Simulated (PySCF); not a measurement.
Si(GeH3)2(OH)(OMe), CH10Ge2O2Si, SMILES [GeH3][Si]([GeH3])(OC)O, singlet at its GFN2-xTB optimised geometry (Å):

```
16

C     -1.9245     0.1037    -1.6324
O     -0.7512     0.7927    -1.3377
Si     0.1404     0.5281     0.0000
O      1.3734     1.5691    -0.1174
Ge    -1.2149     0.9413     1.8756
Ge     1.1548    -1.5721     0.0000
H     -2.3473     0.5249    -2.5440
H     -1.7193    -0.9602    -1.7871
H     -2.6489     0.2067    -0.8164
H      1.2236     2.4538    -0.4430
H     -1.7789    -0.2861     2.5345
H     -2.4535     1.7524     1.5973
H     -0.5790     1.6817     3.0128
H      2.6489    -1.5721     0.0000
H      0.7927    -2.4538    -1.1641
H      0.7951    -2.4255     1.1833
```

Calculation: PySCF 2.14.0 with B3LYP/def2-TZVP. Cells within 0.4 Å of a nucleus heavier than hydrogen are left out (blank, or x).

Map of the deformation density (molecule minus spherical neutral atoms) (e/bohr³) on the plane z = 0.0 Å:

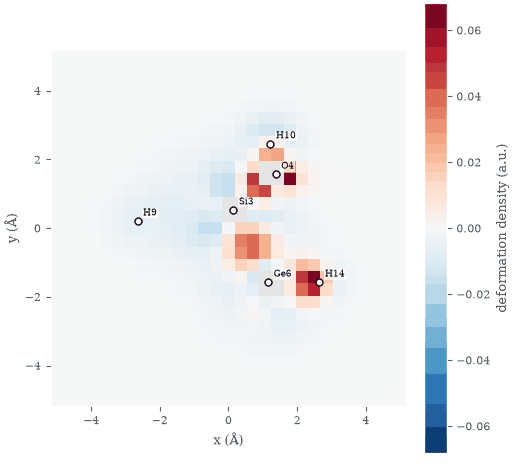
Deformation density (molecule minus spherical neutral atoms) (e/bohr³) on the plane z = 0.0 Å.
